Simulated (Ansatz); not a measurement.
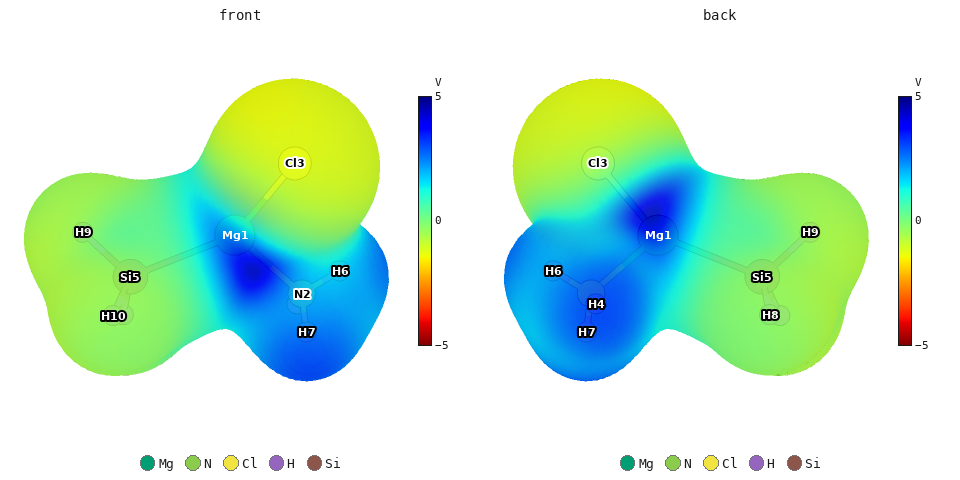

The picture shows: ClH₆MgNSi. The electrostatic potential painted on the density surface at 0.002 e/bohr³, seen from the front and from behind; the colour scale runs from red (negative) to blue (positive).

The product side of a reaction path; geometry: PBE0-D4/def2-TZVP.

Level of theory: RKS PBE0-D4/def2-TZVPP (Ansatz).

```yaml
atoms:
  - { symbol: Mg, position_ang: [-0.8264, -0.1165, -0.5683] }
  - { symbol: N, position_ang: [1.1047, 0.1059, -1.5561] }
  - { symbol: Cl, position_ang: [-2.0697, -0.3176, -2.4138] }
  - { symbol: H, position_ang: [1.7973, -0.5938, -1.3093] }
  - { symbol: Si, position_ang: [-0.6609, -0.0412, 2.0026] }
  - { symbol: H, position_ang: [0.8972, 0.0039, -2.5464] }
  - { symbol: H, position_ang: [1.5479, 1.0100, -1.4276] }
  - { symbol: H, position_ang: [0.6379, -0.5958, 2.5103] }
  - { symbol: H, position_ang: [-1.7168, -0.8005, 2.7404] }
  - { symbol: H, position_ang: [-0.7112, 1.3455, 2.5681] }
```

Describe the electrostatic potential map.

Answer. The most negative region (about −1.4 V) lies over Cl3, the most positive (about +4.0 V) over Mg1.
